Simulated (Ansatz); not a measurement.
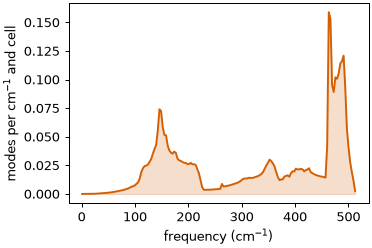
Figure. Phonon density of states of Si in space group P6_3/mmc (No. 194; Si on 4f), 4 atoms a cell, r²SCAN in the plane-wave PAW code Ansatz

Task: Estimate the mean frequency and the zero-point energy.

Result: The mean is about 340 cm⁻¹, and (3/2)ħ⟨ω⟩ gives 62.4 meV/atom.

Task: What share of the Dulong–Petit heat capacity is reached at 100 K and at 300 K?

Result: 29 % and 79 %.

The first step of the workflow began from a Materials Project structure, measured or hypothetical; the Crystallography Open Database copy checked does not list it. It is not the phase usual at ambient conditions (space group No. 227). Symmetry was held in the r²SCAN relaxation; phonons on a q-mesh show no instability.

Potentials: the later of the program's two PAW sets.
